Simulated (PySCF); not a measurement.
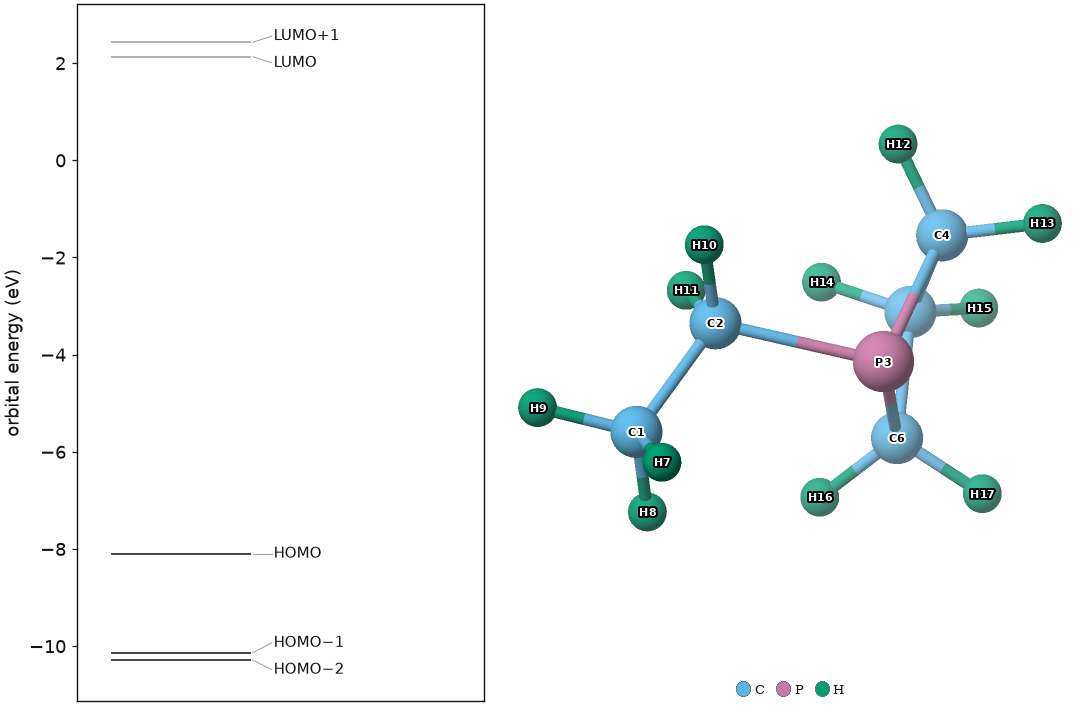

C₅H₁₁P, SMILES CCP1CCC1. Kohn-Sham orbital energies near the frontier, ωB97X-D/def2-SVPD, PySCF, at a PBE0-D3(BJ)/def2-SVP geometry (no frequency check), isolated molecule; empty levels in grey, levels within 0.03 eV side by side.

### Where do the frontier orbitals lie?

HOMO at −8.10 eV, LUMO at 2.13 eV, 10.23 eV apart.

### How does −ε(HOMO) compare with the ΔSCF vertical ionisation energy at this level?

−ε(HOMO) is 8.10 eV, the ΔSCF value 8.30 eV; the orbital energy is 0.20 eV too shallow.

### How far below the HOMO does the next level lie?

2.04 eV.

Note: one conformer of a flexible molecule; empty levels above zero depend strongly on the basis.
